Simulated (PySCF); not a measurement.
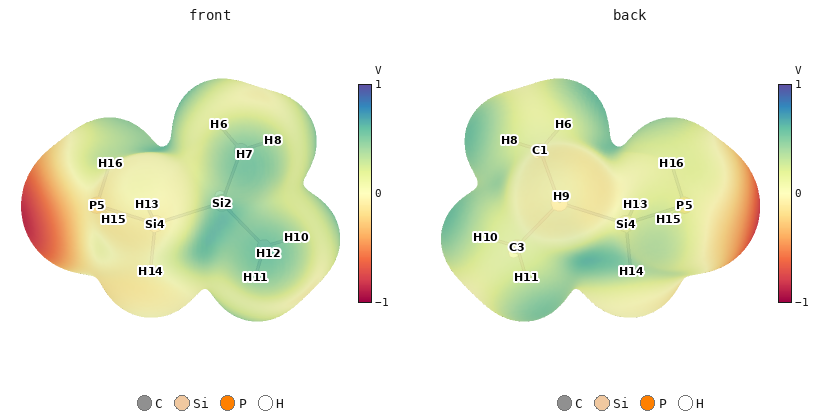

Figure. C$_{2}$H$_{11}$PSi$_{2}$ (SMILES C[SiH](C)[SiH2]P). The electrostatic potential painted on the density surface at 0.001 e/bohr³, seen from the front and from behind; the colour scale runs from red (negative) to blue (positive).

Geometry: GFN2-xTB.

Level of theory: PBE0/def2-SVPD, SCF density, gas phase in PySCF.

Input file:

```
{"job": {"kind": "uv", "xc": "PBE0", "basis": "def2-SVPD", "nstates": 8, "ntriplets": 3}, "charge": 0, "multiplicity": 1}
C     -1.151434     1.683784     0.291003
Si    -0.473299    -0.094248     0.420956
C     -1.838794    -1.308429    -0.116195
Si     1.407956    -0.338904    -0.946495
P      3.386152    -0.131431     0.086743
H     -0.418543     2.410892     0.629044
H     -1.407666     1.932294    -0.735422
H     -2.046258     1.817818     0.892121
H     -0.188987    -0.351262     1.850198
H     -2.738274    -1.187272     0.480112
H     -1.514402    -2.339485    -0.013395
H     -2.111883    -1.154797    -1.156261
H      1.482250     0.656250    -2.028560
H      1.499156    -1.650490    -1.606675
H      3.061390    -0.946276     1.154467
H      3.045038     1.010499     0.786948
```

Run with:

```sh
OMP_NUM_THREADS=1 python probes_run.py task.json out
```

**Describe the electrostatic potential map.**

The most negative region (about −0.8 V) lies over P5, the most positive (about +0.6 V) over the H and Si atoms.

**How polar is the molecule by this calculation?**

Its dipole moment is 1.72 D.
